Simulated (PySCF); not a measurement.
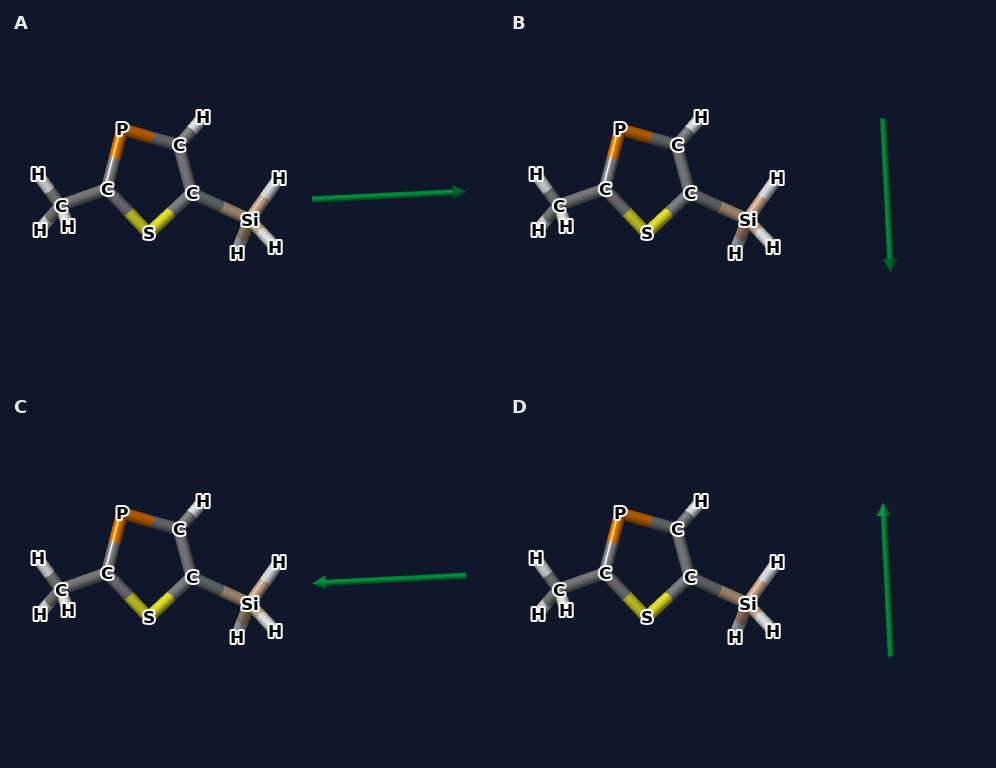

The same molecule four times, each with an arrow. The geometry was computed by an optimisation with GFN2-xTB. No frequency run is at hand to confirm it as a minimum. Level of theory: PBE0/pcSseg-1, gas phase (PySCF 2.14.0).

**Which arrow points along the dipole moment, from the negative to the positive end?**

B. The dipole moment is 0.91 D.

The geometry is semi-empirical. Around P, Si such bond lengths and angles can be off by a tenth of an ångström or more and by several degrees, and values that hang on the shape move with them.
